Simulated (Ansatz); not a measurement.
**Cyclo-(H2SnS)2 (Sn2H4S2): single points with varied inputs**

Aim: run cyclo-(H2SnS)2 (Sn2H4S2) under a spread of inputs, and see what each costs and gives.

Computed with Ansatz 0.2.0, Gaussian basis. Level: the settings change from run to run.

## Step 1: The relaxed structure

The structure was relaxed beforehand with PBE-D4/def2-SVP. Sn takes a core potential in def2 sets; no spin-orbit term is included.

8 atoms, charge 0, spin multiplicity 1.

Atoms are counted from 1 here; the program's logs count them from 0.

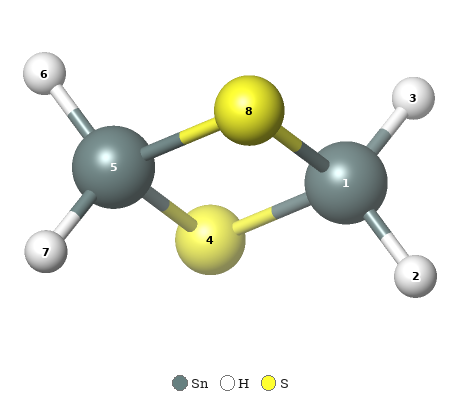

The geometry (tin teal, hydrogen white, sulfur yellow); atoms are numbered from 1 in the order of the file.

As a file:

```
Sn   -1.1398   -0.1119    1.1807
H    -1.1508   -1.3379    2.4029
H    -2.4689    0.9853    1.3441
S     1.0196    1.0702    1.0857
Sn    1.1399    0.1116   -1.1806
H     1.1466    1.3397   -2.4007
H     2.4707   -0.9828   -1.3482
S    -1.0173   -1.0743   -1.0839
```

## Step 2: B2PLYP/def2-SVP

Set apart from the defaults: charge +1, multiplicity 2, coordinates scaled by 1.12.

The input, in.yaml:

```yaml
crystal:
  periodic: [false, false, false]
  atoms:
    - {symbol: Sn, position_ang: [-1.276545, -0.125299, 1.322359]}
    - {symbol: H, position_ang: [-1.288937, -1.498433, 2.691193]}
    - {symbol: H, position_ang: [-2.765180, 1.103488, 1.505398]}
    - {symbol: S, position_ang: [1.141972, 1.198678, 1.215995]}
    - {symbol: Sn, position_ang: [1.276717, 0.125023, -1.322241]}
    - {symbol: H, position_ang: [1.284186, 1.500506, -2.688780]}
    - {symbol: H, position_ang: [2.767191, -1.100785, -1.509953]}
    - {symbol: S, position_ang: [-1.139404, -1.203167, -1.213959]}
basis:
  gaussian: {orbitals: def2-SVP}
total_charge: 1
magnetization: {spin_polarized: true, initial_magnetization: 1}
hamiltonian: {xc: {name: B2PLYP}}
output: {forces: true}
```

The run is started by

```sh
> ansatz run in.yaml --threads 4 --pin off --events-out ev --progress --plain --max-ram 3916MiB
```

Standard output, cut to the lines that bear on the results:

```text
Functional definition: B2PLYP
  name "B2PLYP"
  cite "Grimme, J. Chem. Phys. 124, 034108 (2006) doi:10.1063/1.2148954"
  cite "Becke, Phys. Rev. A 38, 3098 (1988) doi:10.1103/PhysRevA.38.3098"
  cite "Lee, Yang & Parr, Phys. Rev. B 37, 785 (1988) doi:10.1103/PhysRevB.37.785"
[...]
1204 factors; integrals over basis functions are off by at most 5.9e-4 eV
[...]
mean field -33355.49797148 eV, -1225.7919412835 hartree, gradient 2.1e-6 eV, S^2 0.760233; 8 other end points of the search recorded, 0 dependent functions left out
18 core orbitals not correlated: weight in the atoms' cores, before any rotation towards them, 1.000 or more for the frozen orbitals, at most 0.000 for the correlated occupied ones
reference -33355.49816265 eV, -1225.7919483089 hartree; 22, 21 occupied and 68, 69 virtual orbitals, 1204 factors
second order -15.91641992 eV of doubles, -0.00000000 eV of singles
[...]
Total energy: -33359.79559603 eV, -1225.9498760726 hartree
Atom 0 at    -1.276545    -0.125299     1.322359 Å, force    -1.413124    -0.940164    -0.303413 eV/Å
Atom 1 at    -1.288937    -1.498433     2.691193 Å, force     0.282914     1.546419    -1.404423 eV/Å
Atom 2 at    -2.765180     1.103488     1.505398 Å, force     1.785950    -1.102414    -0.197049 eV/Å
Atom 3 at     1.141972     1.198678     1.215995 Å, force    -0.700253    -0.734660    -0.745603 eV/Å
Atom 4 at     1.276717     0.125023    -1.322241 Å, force    -0.269225    -0.828039    -1.488024 eV/Å
Atom 5 at     1.284186     1.500506    -2.688780 Å, force    -0.021516    -1.279660     1.675024 eV/Å
Atom 6 at     2.767191    -1.100785    -1.509953 Å, force    -1.531487     1.368584     0.474746 eV/Å
Atom 7 at    -1.139404    -1.203167    -1.213959 Å, force     1.866740     1.969935     1.988742 eV/Å
Dipole moment:     0.296626     0.313264     0.316012 e Å
```

Run time: 25 s. Hardware: 4 threads of Arm Neoverse V1, shared host.

Largest force 3.365 eV/Å, ⟨S²⟩ 0.760.

## Step 3: CAM-B3LYP/def2-mTZVPP

Options: atoms shaken by 0.03 Å, finite nuclei, D3(BJ) with three-body dispersion, relativity set to scalar, the search for lower states set to off.

The input, in.yaml:

```yaml
crystal:
  periodic: [false, false, false]
  atoms:
    - {symbol: Sn, position_ang: [-1.067994, -0.081675, 1.187327]}
    - {symbol: H, position_ang: [-1.199619, -1.347917, 2.404479]}
    - {symbol: H, position_ang: [-2.429657, 1.029779, 1.301826]}
    - {symbol: S, position_ang: [1.048976, 1.081137, 1.061669]}
    - {symbol: Sn, position_ang: [1.178520, 0.156249, -1.130082]}
    - {symbol: H, position_ang: [1.076870, 1.407530, -2.431705]}
    - {symbol: H, position_ang: [2.462090, -0.945330, -1.348424]}
    - {symbol: S, position_ang: [-1.021004, -1.084891, -1.077444]}
basis:
  gaussian: {orbitals: def2-mTZVPP, nuclear_model: gaussian}
hamiltonian: {xc: {name: CAM-B3LYP}, dispersion: d3bjatm, pseudopotentials: {relativity: scalar}}
scf: {lower_state_search: off}
```

Same command.

Standard output, cut to the lines that bear on the results:

```text
Functional definition: CAM-B3LYP
  name "CAM-B3LYP"
  cite "Yanai, Tew & Handy, Chem. Phys. Lett. 393, 51 (2004) doi:10.1016/j.cplett.2004.06.011"
  cite "Iikura, Tsuneda, Yanai & Hirao, J. Chem. Phys. 115, 3540 (2001) doi:10.1063/1.1383587"
  cite "Becke, Phys. Rev. A 38, 3098 (1988) doi:10.1103/PhysRevA.38.3098"
  cite "Lee, Yang & Parr, Phys. Rev. B 37, 785 (1988) doi:10.1103/PhysRevB.37.785"
  cite "Vosko, Wilk & Nusair, Can. J. Phys. 58, 1200 (1980) doi:10.1139/p80-159"
[...]
  # Exact exchange under (alpha + beta erf(omega r))/r, Becke's under what is left of 1/r.
[...]
1516 factors; their error is unknown
430 factors; integrals over basis functions are off by at most 6.8e-6 eV
[...]
mean field -33452.95422137 eV, -1229.3733924084 hartree, gradient 4.0e-6 eV, S^2 0.000000; 0 other end points of the search recorded, 0 dependent functions left out
reference -33452.95437858 eV, -1229.3733981859 hartree; 40, 40 occupied and 106, 106 virtual orbitals, 1516 factors
Total energy: -33453.26080170 eV, -1229.3846590279 hartree
Relativity: scalar
Checks for a lower state left out: stability, starts, cluster_reference, orbital_swaps, neighbouring_geometries, increment
```

Run time: 3.5 s. Hardware: 4 threads of Arm Neoverse V1, shared host.

## Step 4: B2GP-PLYP/def2-SVPD

Set apart from the defaults: a point charge of 2.00 e beside it.

The input, in.yaml:

```yaml
crystal:
  periodic: [false, false, false]
  atoms:
    - {symbol: Sn, position_ang: [-1.139773, -0.111874, 1.180677]}
    - {symbol: H, position_ang: [-1.150836, -1.337886, 2.402851]}
    - {symbol: H, position_ang: [-2.468910, 0.985257, 1.344105]}
    - {symbol: S, position_ang: [1.019618, 1.070248, 1.085710]}
    - {symbol: Sn, position_ang: [1.139926, 0.111628, -1.180573]}
    - {symbol: H, position_ang: [1.146595, 1.339738, -2.400696]}
    - {symbol: H, position_ang: [2.470706, -0.982844, -1.348172]}
    - {symbol: S, position_ang: [-1.017325, -1.074256, -1.083892]}
basis:
  gaussian: {orbitals: def2-SVPD, point_charges: [{charge: 2.00, position_ang: [6.040, -0.861, 0.459]}]}
hamiltonian: {xc: {name: B2GP-PLYP}}
scf: {omitted_lower_state_checks: [starts]}
output: {forces: true}
```

Same command.

Standard output, cut to the lines that bear on the results:

```text
Functional definition: B2GP-PLYP
  name "B2GP-PLYP"
  cite "Karton, Tarnopolsky, Lamère, Schatz & Martin, J. Phys. Chem. A 112, 12868 (2008) doi:10.1021/jp801805p"
  cite "Becke, Phys. Rev. A 38, 3098 (1988) doi:10.1103/PhysRevA.38.3098"
  cite "Lee, Yang & Parr, Phys. Rev. B 37, 785 (1988) doi:10.1103/PhysRevB.37.785"
[...]
1658 factors; integrals over basis functions are off by at most 2.6e-4 eV
[...]
mean field -33359.50354662 eV, -1225.9391434548 hartree, gradient 2.5e-6 eV, S^2 0.000000; 0 other end points of the search recorded, 0 dependent functions left out
18 core orbitals not correlated: weight in the atoms' cores, before any rotation towards them, 1.000 or more for the frozen orbitals, at most 0.000 for the correlated occupied ones
reference -33359.50369277 eV, -1225.9391488256 hartree; 22, 22 occupied and 110, 110 virtual orbitals, 1658 factors
second order -16.51099482 eV of doubles, -0.00000000 eV of singles
[...]
Total energy: -33365.44765090 eV, -1226.1575852580 hartree
Atom 0 at    -1.139773    -0.111874     1.180677 Å, force    -1.007640    -0.231421     0.550147 eV/Å
Atom 1 at    -1.150836    -1.337886     2.402851 Å, force     0.140898     0.282189    -0.309556 eV/Å
Atom 2 at    -2.468910     0.985257     1.344105 Å, force     0.453986    -0.212563    -0.095125 eV/Å
Atom 3 at     1.019618     1.070248     1.085710 Å, force     0.577176    -0.101214    -0.218085 eV/Å
Atom 4 at     1.139926     0.111628    -1.180573 Å, force    -1.063078     0.378285    -0.337493 eV/Å
Atom 5 at     1.146595     1.339738    -2.400696 Å, force     0.215697    -0.346466     0.271642 eV/Å
Atom 6 at     2.470706    -0.982844    -1.348172 Å, force     0.454225    -0.011883     0.131693 eV/Å
Atom 7 at    -1.017325    -1.074256    -1.083892 Å, force     0.625720     0.205552     0.054500 eV/Å
Dipole moment:    -1.056743     0.108607     0.001020 e Å
Checks for a lower state left out: starts
```

Wall time 16 s (4 threads of Arm Neoverse V1, shared host); peak memory 0.59 GiB.

Largest force 1.178 eV/Å, dipole 5.10 D.

## Step 5: All runs side by side

```
                level  charge  multiplicity               geometry  functions  energy (eV)   time
      B2PLYP/def2-SVP       1             2                 scaled        108   -33359.796   25 s
CAM-B3LYP/def2-mTZVPP       0             1                 shaken        146   -33453.261  3.5 s
  B2GP-PLYP/def2-SVPD       0             1  relaxed, point charge        150   -33365.448   16 s
```

## Step 6: Results

| quantity | value |
| --- | --- |
| runs | 3 |
| quickest | CAM-B3LYP/def2-mTZVPP, 3.5 s |
| slowest | B2PLYP/def2-SVP, 25 s |

The runs differ in state or geometry as well as level, so their energies can't be set against each other. Run time spans a factor of 7, from CAM-B3LYP/def2-mTZVPP to B2PLYP/def2-SVP. The jobs differ in tasks and options as well as level.
